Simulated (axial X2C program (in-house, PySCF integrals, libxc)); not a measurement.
# TcN: from the state search to constants

What are the state, bond length, wavenumber and bond energy of TcN, and what does spin–orbit coupling change?

The runs use an in-house X2C program for linear molecules on PySCF integrals; all-electron X2C, Tc dyall-cv3z, N dyall-av3z.

All values are calculated.

**1. Set-up**

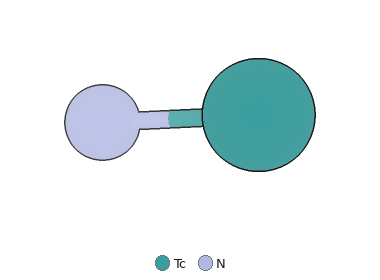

The two atoms at 1.800 Å (technetium teal, nitrogen light blue).

task.json reads:

```json
{"zs": [43, 7], "q": 0, "bas": ["dyall-cv3z", "dyall-av3z"], "levels": ["PBE0", "HF", "r2SCAN"], "cc": true, "r0": 1.8, "thr": -2.0, "nmax": 90, "npts": 10, "nst": 2, "ntry": 6}
```

Keys: zs atomic numbers; q charge; bas basis sets; levels methods (HF also brings MP2); cc coupled cluster on or off; r0 starting distance in Å; thr threshold in hartree for freezing inner shells (an s shell follows its p shell); nmax most natural virtual spinors; npts points asked for on the curve; nst determinants followed; ntry starts of the search.

Run with:

```bash
$ python so2c.py task.json out
```

Spin-free means the one-electron spin-free X2C Hamiltonian; two-component (2c) means X2C with spin–orbit coupling and atomic mean-field two-electron Coulomb and Gaunt terms. Basis: Tc dyall-cv3z contracted to [12s12p8d5f3g], N dyall-av3z contracted to [7s7p3d2f]; Gaussian nuclei, density fitting. Masses: Tc 98.907 u, N 14.003 u.

Notation: σ, π±, δ± give the projection m of an orbital's angular momentum (0, ±1, ±2), α and β its spin, Λ and M_S the sums; ω is the projection of a spinor's total angular momentum and Ω the sum. Logs are in hartree.

The results follow Hamiltonian by Hamiltonian and level by level.

**2. Which state to follow**

PBE0 moves the distance from 1.800 Å to 1.572 Å and compares determinants there.

Spin-free determinants:

```csv
ΔE (eV),state,open shells
0.00,"M_S = 1, Λ = 2","beyond closed shells: σα, δ+α, δ+β, δ-α"
0.40,"M_S = 0, Λ = 2","beyond closed shells: σβ, δ+α, δ+β, δ-α"
0.67,"M_S = 2, Λ = 1","beyond closed shells: σα, π+α, δ+α, δ-α"
0.72,"M_S = 0, Λ = 0",closed shell
0.76,"M_S = 1, Λ = 0","beyond closed shells: δ+α, δ-α"
1.56,"M_S = 1, Λ = 3","beyond closed shells: π+α, δ+α, δ+β, δ-α"
1.56,"M_S = 1, Λ = 1","beyond closed shells: π-α, δ+α, δ+β, δ-α"
```

Two-component determinants:

```tsv
ΔE (eV)	state	open shells
0.00	Ω = 3	excess of +ω over −ω: ω = 1/2, ω = 5/2
0.20	Ω = 1	excess of +ω over −ω: ω = -1/2, ω = 3/2
0.41	Ω = 2	excess of +ω over −ω: ω = -1/2, ω = 5/2
0.60	Ω = 2	excess of +ω over −ω: ω = 1/2, ω = 3/2
0.72	Ω = 1	excess of +ω over −ω: ω = -3/2, ω = 5/2
0.81	Ω = 0	closed shell
1.54	Ω = 2	excess of +ω over −ω: 2 × ω = 1/2, ω = -3/2, ω = 5/2
```

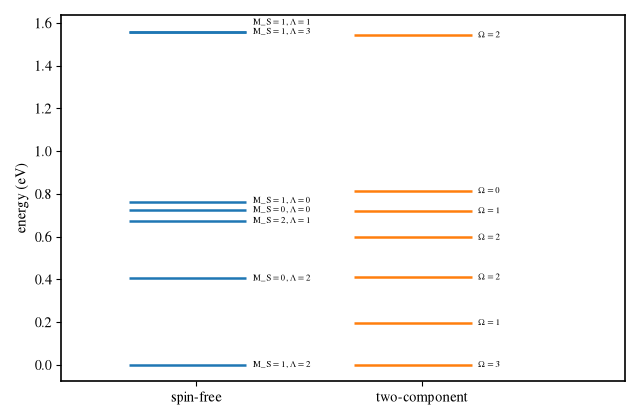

The determinants found, each set from its own lowest.

**3. PBE0, spin-free**

State followed: M_S = 1, Λ = 2 (beyond closed shells: σα, δ+α, δ+β, δ-α). The scan is laid around 1.572 Å, a first estimate of the minimum, and this SCF restarts from the orbitals of the search.

Output at 1.572 Å:

```text
spin-free X2C-1e  PBE0
basis functions 207  fitting functions 961  grid points 5073
iter        total energy     max residual
   1      -4339.765659185     4.19e-06
   2      -4339.765659184     1.07e-05
converged
one-electron -6184.43283408  Coulomb 1879.54030324  exact exchange -33.46978606  xc functional -102.72798636  nuclear repulsion 101.32464408
```

Along the bond, energies from the lowest point:

```
R (Å)  E (eV)  μ (D)  HOMO (eV)  LUMO (eV)  iterations
1.368  1.9442  -1.03      -5.04      -2.30          14
1.431  0.8214  -1.51      -5.18      -2.41          15
1.478  0.3294  -1.84      -5.28      -2.48          15
1.525  0.0722  -2.16      -5.37      -2.54          15
1.572  0.0000  -2.46      -5.45      -2.59           2
1.627  0.0954  -2.78      -5.54      -2.62          16
1.682  0.3297  -3.06      -5.55      -2.64          17
1.753  0.7469  -3.31      -5.43      -2.61          17
1.839  1.2892  -3.47      -5.20      -2.53          15
1.965  1.9887  -3.57      -4.90      -2.40          16
```

Dipoles are positive if N is the positive end.

Outer orbitals at the reference distance:

| symmetry | occupied | ε (eV) | atomic character |
| --- | --- | --- | --- |
| σβ | yes | -20.54 | 58% N s, 20% Tc d, 9% Tc p |
| σα | yes | -20.24 | 57% N s, 22% Tc d, 9% Tc p |
| σα | yes | -10.02 | 45% N p, 38% Tc d, 9% N s |
| π+α | yes | -10.00 | 50% Tc d, 44% N p, 2% Tc f |
| π-α | yes | -10.00 | 50% Tc d, 44% N p, 2% Tc f |
| π+β | yes | -9.93 | 53% N p, 40% Tc d, 3% Tc f |
| π-β | yes | -9.88 | 54% N p, 39% Tc d, 3% Tc f |
| σβ | yes | -9.72 | 52% N p, 33% Tc d, 8% N s |
| δ-α | yes | -6.95 | 96% Tc d |
| δ+α | yes | -6.95 | 96% Tc d |
| δ+β | yes | -5.61 | 96% Tc d, 2% N d |
| σα | yes | -5.45 | 54% Tc s, 20% N p, 10% Tc p |
| σβ | no | -2.59 | 57% Tc s, 15% N p, 9% Tc d |
| δ-β | no | -2.19 | 95% Tc d, 3% N d |
| π+α | no | -2.15 | 39% Tc p, 30% Tc d, 25% N p |
| π-α | no | -2.15 | 39% Tc p, 30% Tc d, 25% N p |

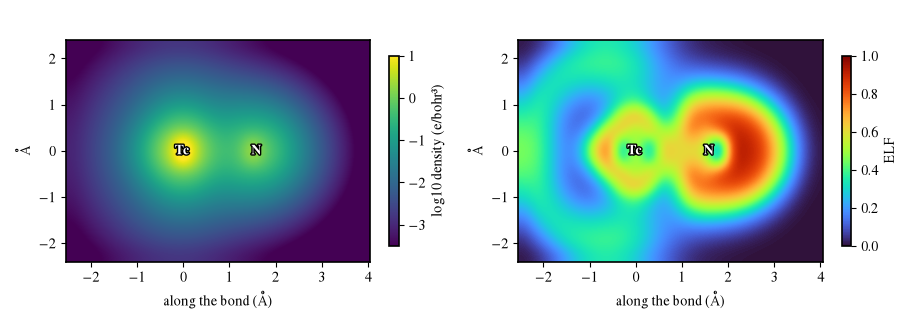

PBE0 fields in a plane through the axis, from a grid of 0.3 Å; Tc lies at z = 0 and N at z = 1.572 Å; the ELF is damped to zero where the density is low.

Re = 1.570 Å, ωe = 1206 cm⁻¹, ωexe = 7 cm⁻¹, Be = 0.5577 cm⁻¹, De = 4.88 eV, μ = -2.45 D.

**4. HF, spin-free**

The SCF at the reference distance of 1.572 Å:

```text
spin-free X2C-1e  HF
basis functions 207  fitting functions 961  grid points 5073
iter        total energy     max residual
   1      -4337.447031022     2.88e-01
   2      -4337.473158338     1.23e-02
   3      -4337.471302388     2.18e-02
   4      -4337.478786462     5.22e-03
   5      -4337.480309367     5.59e-03
   6      -4337.481468046     4.55e-03
   7      -4337.483145453     4.40e-03
   8      -4337.486491365     4.24e-03
   9      -4337.492252052     1.67e-03
  10      -4337.492540397     1.77e-03
  11      -4337.492885157     5.85e-04
  12      -4337.492882082     4.93e-04
  13      -4337.492908918     2.33e-04
  14      -4337.492910023     1.49e-04
  15      -4337.492913223     5.24e-05
  16      -4337.492913462     3.29e-05
  17      -4337.492913567     1.03e-05
  18      -4337.492913572     3.12e-06
  19      -4337.492913573     2.39e-06
converged
one-electron -6183.31311345  Coulomb 1878.56983406  exact exchange -134.07427825  xc functional 0.00000000  nuclear repulsion 101.32464408
```

No constants are quoted: the lowest point is the long end of the scan.

**5. r2SCAN, spin-free**

Output at 1.572 Å:

```text
spin-free X2C-1e  r2SCAN
basis functions 207  fitting functions 961  grid points 5073
iter        total energy     max residual
   1      -4340.125076116     1.09e-01
   2      -4340.127510266     3.22e-03
   3      -4340.122475675     1.61e-02
   4      -4340.127693234     9.95e-04
   5      -4340.127712369     2.54e-04
   6      -4340.127714023     1.42e-04
   7      -4340.127714631     7.14e-05
   8      -4340.127714820     6.65e-05
   9      -4340.127714949     6.44e-06
  10      -4340.127714955     2.12e-06
  11      -4340.127714956     4.79e-07
converged
one-electron -6184.48524010  Coulomb 1879.60595884  exact exchange 0.00000000  xc functional -136.57307777  nuclear repulsion 101.32464408
```

Re = 1.584 Å, ωe = 1171 cm⁻¹, Be = 0.5478 cm⁻¹, De = 4.88 eV, μ = -2.41 D.

**6. MP2 and beyond, spin-free**

Correlated methods: 12 electrons correlated (frozen shells, counted by type: Tc 4 s, 3 p, 1 d; N 1 s), 282 virtual spinors in MP2, 90 natural virtuals in coupled cluster.

Output of the correlated part at 1.572 Å:

```text
correlated 12  virtual 282  natural virtual 90  E(MP2) -0.421483419  MP2 remainder -0.026347608
iter   CCSD correlation   residual
   1     -0.357737000   2.46e-01
   2     -0.381507413   1.36e-01
   3     -0.397390113   6.89e-02
   4     -0.403341175   3.36e-02
   5     -0.406173727   1.56e-02
   6     -0.406324809   4.79e-03
   7     -0.406486082   1.98e-03
   8     -0.406517396   7.16e-04
   9     -0.406503269   3.17e-04
  10     -0.406521785   1.18e-04
  11     -0.406516264   5.08e-05
  12     -0.406517123   2.03e-05
  13     -0.406516291   1.07e-05
  14     -0.406515487   5.76e-06
  15     -0.406515182   2.78e-06
  16     -0.406514940   1.41e-06
  17     -0.406514844   6.55e-07
  18     -0.406514824   3.23e-07
(T) -0.024518525  T1 0.1131  D1 0.2003  max T2 0.072
```

T1 in the output is the amplitude norm over the root of the electron number; divide by √2 for the Lee–Taylor value.

MP2: No constants are quoted: the reference is strongly spin-contaminated.

CCSD: Re = 1.568 Å, ωe = 1181 cm⁻¹, ωexe = 8.13 cm⁻¹, Be = 0.5589 cm⁻¹, De = 4.35 eV. T1 at Re = 0.079 (Lee–Taylor, the printed value over √2).

CCSD(T): No constants are quoted: the points don't follow one smooth fit.

**7. A higher determinant, spin-free**

State: M_S = 0, Λ = 2 (beyond closed shells: σβ, δ+α, δ+β, δ-α).

Output at the reference distance:

```text
spin-free X2C-1e  PBE0
basis functions 207  fitting functions 961  grid points 5073
iter        total energy     max residual
   1      -4339.750797176     5.69e-06
   2      -4339.750797176     8.10e-06
converged
one-electron -6184.23001033  Coulomb 1879.32980753  exact exchange -33.46308879  xc functional -102.71214966  nuclear repulsion 101.32464408
```

```
R (Å)  E above the lowest PBE0 point (eV)
1.368                               2.265
1.431                               1.165
1.478                               0.692
1.525                               0.455
1.572                               0.404
1.627                               0.530
1.682                               0.803
1.753                               1.294
1.839                               1.943
```

Re = 1.563 Å, ωe = 1238 cm⁻¹, Be = 0.5627 cm⁻¹, μ = -2.11 D. ⟨S²⟩ = 1.01 against 0.00 for a pure state, so this determinant mixes spins. Te = 0.40 eV.

**8. The spin-free curves together**

Energy (eV) of the followed determinant, spin-free, from each level's lowest point:

```
R (Å)   PBE0     HF  MP2 (spin-contaminated)   CCSD  CCSD(T)  r2SCAN
1.368  1.944  2.299                    1.650    n/a      n/a   2.143
1.431  0.821  1.362                    0.397  0.826    0.852   0.957
1.478  0.329  0.970                    0.000  0.319    0.315   0.418
1.525  0.072  0.729                    0.192  0.064    0.056   0.116
1.572  0.000  0.550                    0.713  0.000    0.000   0.000
1.627  0.095  0.375                    1.331  0.094    0.102   0.049
1.682  0.330  0.232                    1.835  0.312    0.328   0.243
1.753  0.747  0.099                    2.328  0.704    0.742   0.634
1.839  1.289  0.014                    2.777    n/a      n/a   1.199
1.965  1.989  0.000                    3.304    n/a      n/a   1.979
```

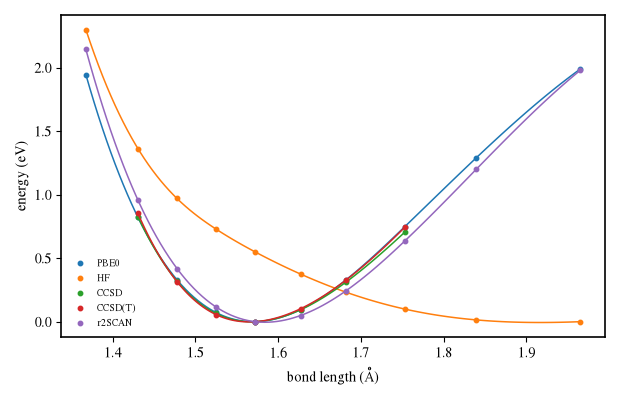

Curves of the followed state, spin-free, each from its own lowest point. Left out: MP2.

**9. PBE0, 2c**

State followed: Ω = 3 (excess of +ω over −ω: ω = 1/2, ω = 5/2). The scan is laid around 1.572 Å, a first estimate of the minimum, and this SCF restarts from the orbitals of the search.

The SCF at the reference distance of 1.572 Å:

```text
two-component X2C + atomic mean field  PBE0
basis functions 207  fitting functions 961  grid points 5073
iter        total energy     max residual
   1      -4338.047550751     5.29e-06
   2      -4338.047550746     1.79e-05
   3      -4338.047550752     1.65e-06
   4      -4338.047550752     9.01e-07
converged
one-electron -6179.81885679  Coulomb 1878.63946216  exact exchange -33.45178505  xc functional -102.67455817  nuclear repulsion 101.32464408  atomic mean-field constant -2.06645699
```

Along the bond, energies from the lowest point:

```
R (Å)  E (eV)  μ (D)  HOMO (eV)  LUMO (eV)  iterations
1.368  1.9372  -1.03      -5.03      -2.30          15
1.431  0.8174  -1.51      -5.18      -2.40          16
1.478  0.3272  -1.84      -5.27      -2.47          16
1.525  0.0713  -2.16      -5.37      -2.53          16
1.572  0.0000  -2.47      -5.45      -2.58           4
1.627  0.0959  -2.79      -5.54      -2.62          16
1.682  0.3303  -3.07      -5.62      -2.64          16
1.753  0.7482  -3.33      -5.53      -2.63          19
1.839  1.2928  -3.48      -5.30      -2.57          19
1.965  1.9952  -3.59      -5.00      -2.41          19
```

Dipoles are positive if N is the positive end.

Outer spinors at the reference distance:

| ω | occupied | ε (eV) | atomic character | λ mixture |
| --- | --- | --- | --- | --- |
| -1/2 | yes | -20.53 | 58% N s, 20% Tc d, 9% Tc p | 100% σ |
| 1/2 | yes | -20.22 | 57% N s, 22% Tc d, 9% Tc p | 100% σ |
| 1/2 | yes | -10.05 | 46% N p, 39% Tc d, 7% N s | 78% σ, 22% π |
| -1/2 | yes | -10.04 | 49% Tc d, 44% N p | 97% π, 3% σ |
| 3/2 | yes | -9.98 | 49% Tc d, 44% N p, 2% Tc f | 100% π |
| 1/2 | yes | -9.92 | 51% N p, 39% Tc d, 2% Tc f | 78% π, 22% σ |
| -3/2 | yes | -9.85 | 54% N p, 39% Tc d, 3% Tc f | 100% π |
| -1/2 | yes | -9.70 | 51% N p, 33% Tc d, 8% N s | 97% σ, 3% π |
| -3/2 | yes | -7.04 | 96% Tc d | 100% δ |
| 5/2 | yes | -6.84 | 96% Tc d, 2% N d | 100% δ |
| 3/2 | yes | -5.71 | 96% Tc d, 2% N d | 100% δ |
| 1/2 | yes | -5.45 | 54% Tc s, 20% N p, 10% Tc p | 100% σ |
| -1/2 | no | -2.58 | 57% Tc s, 15% N p, 9% Tc d | 100% σ |
| -1/2 | no | -2.20 | 39% Tc p, 30% Tc d, 25% N p | 100% π |
| -5/2 | no | -2.10 | 95% Tc d, 3% N d | 100% δ |
| 3/2 | no | -2.09 | 39% Tc p, 30% Tc d, 25% N p | 100% π |

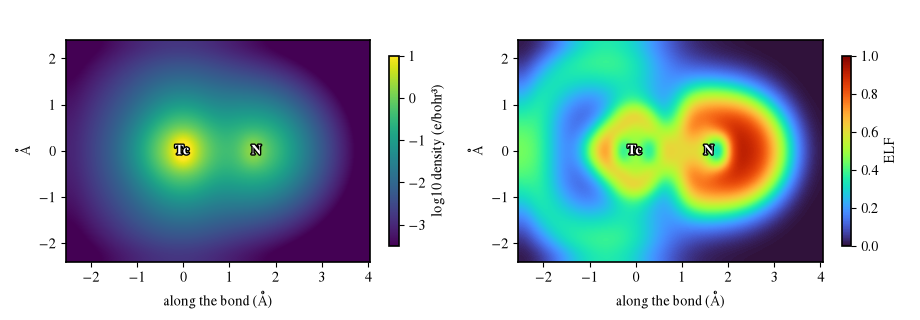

PBE0 fields in a plane through the axis, from a grid of 0.3 Å; Tc lies at z = 0 and N at z = 1.572 Å; the ELF is damped to zero where the density is low.

Re = 1.570 Å, ωe = 1204 cm⁻¹, ωexe = 6.85 cm⁻¹, Be = 0.5578 cm⁻¹, De = 4.99 eV, μ = -2.45 D.

**10. HF, 2c**

The SCF at the reference distance of 1.572 Å:

```text
two-component X2C + atomic mean field  HF
basis functions 207  fitting functions 961  grid points 5073
iter        total energy     max residual
   1      -4335.728347747     2.88e-01
   2      -4335.754490534     1.23e-02
   3      -4335.752622512     2.16e-02
   4      -4335.760079800     5.27e-03
   5      -4335.761570587     5.52e-03
   6      -4335.762703633     4.46e-03
   7      -4335.764357194     4.30e-03
   8      -4335.767582255     4.21e-03
   9      -4335.773139068     1.84e-03
  10      -4335.773634259     1.66e-03
  11      -4335.773924753     5.90e-04
  12      -4335.773920888     6.11e-04
  13      -4335.773957275     2.47e-04
  14      -4335.773960568     2.49e-04
  15      -4335.773968348     1.09e-04
  16      -4335.773970084     7.96e-05
  17      -4335.773971418     5.54e-05
  18      -4335.773971823     4.00e-05
  19      -4335.773972153     2.15e-05
  20      -4335.773972290     8.05e-06
  21      -4335.773972301     6.26e-06
  22      -4335.773972303     2.84e-06
  23      -4335.773972303     1.01e-06
converged
one-electron -6178.68967610  Coulomb 1877.65831087  exact exchange -134.00079417  xc functional 0.00000000  nuclear repulsion 101.32464408  atomic mean-field constant -2.06645699
```

No constants are quoted: the lowest point is the long end of the scan.

**11. r2SCAN, 2c**

Output at 1.572 Å:

```text
two-component X2C + atomic mean field  r2SCAN
basis functions 207  fitting functions 961  grid points 5073
iter        total energy     max residual
   1      -4338.404583584     1.08e-01
   2      -4338.407050423     3.13e-03
   3      -4338.402302578     1.57e-02
   4      -4338.407223162     9.80e-04
   5      -4338.407241824     2.57e-04
   6      -4338.407243481     1.42e-04
   7      -4338.407244068     7.02e-05
   8      -4338.407244243     6.38e-05
   9      -4338.407244364     6.50e-06
  10      -4338.407244370     2.11e-06
  11      -4338.407244370     4.92e-07
converged
one-electron -6179.86795448  Coulomb 1878.70177551  exact exchange 0.00000000  xc functional -136.49925249  nuclear repulsion 101.32464408  atomic mean-field constant -2.06645699
```

No constants are quoted: the points don't follow one smooth fit.

**12. Correlated methods, 2c**

Correlated methods: 12 electrons correlated (frozen shells, counted by type: Tc 4 s, 3 p, 1 d; N 1 s), 282 virtual spinors in MP2, 90 natural virtuals in coupled cluster.

Output of the correlated part at 1.572 Å:

```text
correlated 12  virtual 282  natural virtual 90  E(MP2) -0.421891310  MP2 remainder -0.026333696
iter   CCSD correlation   residual
   1     -0.357871300   2.46e-01
   2     -0.381680199   1.36e-01
   3     -0.397437813   6.86e-02
   4     -0.403351104   3.36e-02
   5     -0.406174369   1.55e-02
   6     -0.406321435   4.81e-03
   7     -0.406482113   2.04e-03
   8     -0.406514352   8.16e-04
   9     -0.406498659   4.55e-04
  10     -0.406521117   2.89e-04
  11     -0.406511102   2.27e-04
  12     -0.406516122   1.70e-04
  13     -0.406512952   1.04e-04
  14     -0.406511339   5.48e-05
  15     -0.406512054   2.22e-05
  16     -0.406511863   1.12e-05
  17     -0.406511769   5.83e-06
  18     -0.406511797   3.22e-06
  19     -0.406511659   1.66e-06
  20     -0.406511684   9.31e-07
  21     -0.406511660   5.71e-07
  22     -0.406511657   4.01e-07
(T) -0.024509713  T1 0.1127  D1 0.2011  max T2 0.072
```

MP2: No constants are quoted: the reference is strongly spin-contaminated.

CCSD: Re = 1.568 Å, ωe = 1183 cm⁻¹, ωexe = 8.26 cm⁻¹, Be = 0.5593 cm⁻¹, De = 4.37 eV. T1 at Re = 0.078 (Lee–Taylor, the printed value over √2).

CCSD(T): No constants are quoted: the points don't follow one smooth fit.

**13. A higher determinant, 2c**

State: Ω = 1 (excess of +ω over −ω: ω = -1/2, ω = 3/2).

Output at the reference distance:

```text
two-component X2C + atomic mean field  PBE0
basis functions 207  fitting functions 961  grid points 5073
iter        total energy     max residual
   1      -4338.040327094     1.50e-05
   2      -4338.040327105     9.77e-06
   3      -4338.040327107     7.91e-06
   4      -4338.040327108     7.48e-06
converged
one-electron -6179.73945810  Coulomb 1878.56458387  exact exchange -33.45120591  xc functional -102.67243406  nuclear repulsion 101.32464408  atomic mean-field constant -2.06645699
```

```
R (Å)  E above the lowest PBE0 point (eV)
1.368                               2.128
1.431                               1.010
1.478                               0.521
1.525                               0.267
1.572                               0.197
1.627                               0.294
1.682                               0.529
1.753                               0.946
1.839                               1.487
```

Re = 1.569 Å, ωe = 1206 cm⁻¹, ωexe = 7.07 cm⁻¹, Be = 0.5581 cm⁻¹, μ = -2.44 D. Te = 0.20 eV.

**14. The 2c curves together**

Energy (eV) of the followed determinant, 2c, from each level's lowest point:

```
R (Å)   PBE0     HF  MP2 (spin-contaminated)   CCSD  CCSD(T)  r2SCAN
1.368  1.937  2.273                    1.653    n/a      n/a   2.136
1.431  0.817  1.340                    0.402  0.821    0.847   0.953
1.478  0.327  0.950                    0.000  0.315    0.312   0.416
1.525  0.071  0.714                    0.189  0.063    0.054   0.115
1.572  0.000  0.538                    0.714  0.000    0.000   0.000
1.627  0.096  0.367                    1.338  0.095    0.104   0.049
1.682  0.330  0.227                    1.848  0.315    0.331   0.243
1.753  0.748  0.097                    2.345  0.708    0.746   0.631
1.839  1.293  0.013                    2.796    n/a      n/a   1.016
1.965  1.995  0.000                    3.324    n/a      n/a   1.743
```

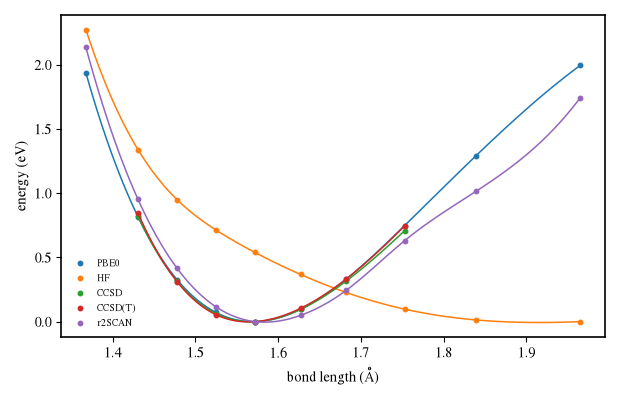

Curves of the followed state, 2c, each from its own lowest point. Left out: MP2.

The whole job took 4.3 min on 1 thread of Arm Neoverse V1, shared host.

**15. What came out**

Lowest determinant that the search found at its distance, spin-free: M_S = 1, Λ = 2 (beyond closed shells: σα, δ+α, δ+β, δ-α).

Lowest determinant that the search found at its distance, 2c: Ω = 3 (excess of +ω over −ω: ω = 1/2, ω = 5/2).

```tsv
Hamiltonian	level	Re (Å)	ωe (cm⁻¹)	De (eV)	μ (D)
spin-free	PBE0	1.570	1206	4.88	-2.45
spin-free	CCSD	1.568	1181	4.35	n/a
spin-free	r2SCAN	1.584	1171	4.88	-2.41
2c	PBE0	1.570	1204	4.99	-2.45
2c	CCSD	1.568	1183	4.37	n/a
```

Dipoles are positive if N is the positive end. No constants: spin-free HF (the lowest point is the long end of the scan); spin-free MP2 (the reference is strongly spin-contaminated); spin-free CCSD(T) (the points don't follow one smooth fit); 2c HF (the lowest point is the long end of the scan); 2c MP2 (the reference is strongly spin-contaminated); 2c CCSD(T) (the points don't follow one smooth fit); 2c r2SCAN (the points don't follow one smooth fit).

Time per point (s) on 1 thread of Arm Neoverse V1, shared host (2c runs; CCSD comes with the CCSD(T) run); the times are rough: PBE0 1.1.

At CCSD, going from spin-free to two-component changes Re by -1 mÅ, ωe by +0.2 %; the spin-free picture holds up (part of it comes from the scalar share of the two-electron terms). De moves by +0.02 eV; both De rest on single-determinant atoms, which can miss part of an open shell's spin–orbit lowering.

De refers to Tc + N, each in the lowest determinant found, which need not be this curve's own limit. Each curve is one determinant whose occupation by symmetry is held fixed; it was picked as the lowest of a PBE0 search that is not exhaustive. Dissociation energies refer to the lowest single-determinant-based atoms at the same level and basis. Density functionals use the spin component along the axis (collinear). Coupled cluster ran in a truncated set of natural virtual spinors; the MP2 energy of the rest was added. The meta-GGAs lack a current-density term, which matters for open shells with orbital currents, atoms included. With several unpaired electrons one determinant need not be a pure state. The spin-free determinant is spin-contaminated at some levels. T1 at Re is 0.079 (Lee–Taylor), above the customary mark of 0.02.
